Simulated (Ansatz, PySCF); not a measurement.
Breaking a bond: H₆Al₂O₂, singlet. The Al1–H10 bond (Al1 also carries Al, H, O, O; H10 carries nothing else) is pulled apart rigidly from the PBE0/def2-SVP optimised geometry.

```
10

Al     0.0000     0.0000     0.0000
Al     0.0007    -2.5053    -1.4203
O     -1.1895    -1.2557    -0.7057
H     -2.1488    -1.2555    -0.7060
H      0.0000     1.3578    -0.8278
O      1.1901    -1.2548    -0.7056
H      2.1494    -1.2546    -0.7058
H      0.0007    -3.8698    -0.6036
H      0.0008    -2.4924    -3.0105
H      0.0000     0.0000     1.5902
```

RKS-BP86/6-31G* = restricted BP86/6-31G*, spherical d (PySCF 2.14.0); RKS-PBE = Ansatz (a first-principles code) with restricted PBE/cc-pVDZ; UCCSD = CCSD on UHF/cc-pVDZ, frozen core (Ansatz); UKS-B3LYP/3-21G = unrestricted B3LYP/3-21G run with PySCF; UKS-BP86/6-31G* = unrestricted BP86/6-31G*, spherical d run with PySCF.

Energies are in kcal/mol, each relative to the lowest point of its own curve near equilibrium.

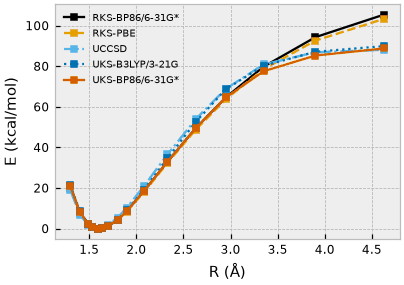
*Energy against bond length for each method.*

```tsv
R / Å	RKS-BP86/6-31G*	RKS-PBE	UCCSD	UKS-B3LYP/3-21G	UKS-BP86/6-31G*
1.30	20.7	19.9	18.8	21.3	20.7
1.40	8.0	7.8	6.9	8.4	8.0
1.49	2.2	2.2	1.6	2.3	2.2
1.53	0.8	0.9	0.5	0.9	0.8
1.59	0.0	0.0	0.0	0.0	0.0
1.64	0.2	0.1	0.4	0.1	0.2
1.70	1.2	1.0	1.7	1.1	1.2
1.80	4.3	4.1	5.3	4.4	4.3
1.90	8.7	8.4	10.3	9.0	8.7
2.08	18.4	17.9	20.9	19.2	18.4
2.33	32.9	32.3	36.5	34.6	32.9
2.63	49.4	48.7	53.9	52.5	49.4
2.95	64.6	63.8	68.8	68.7	64.6
3.35	79.7	78.5	80.9	80.2	77.5
3.90	94.3	92.6	86.8	87.1	85.2
4.63	105.4	103.3	88.1	89.9	88.7
```

At the longest distance, 4.63 Å, RKS-BP86/6-31G* lies highest above its minimum (105.4 kcal/mol) and UCCSD lowest (88.1 kcal/mol).

The restricted form behind RKS-BP86/6-31G*, RKS-PBE keeps the bonding electrons paired and can't separate into open-shell fragments. The unrestricted determinant behind UCCSD is spin-contaminated at 2.63 to 4.63 Å (<S²> up to 1.0, against 0.00 for a pure singlet). The unrestricted determinant behind UKS-B3LYP/3-21G is spin-contaminated at 2.95 to 4.63 Å (<S²> up to 1.0, against 0.00 for a pure singlet). The unrestricted determinant behind UKS-BP86/6-31G* is spin-contaminated at 3.35 to 4.63 Å (<S²> up to 1.0, against 0.00 for a pure singlet).
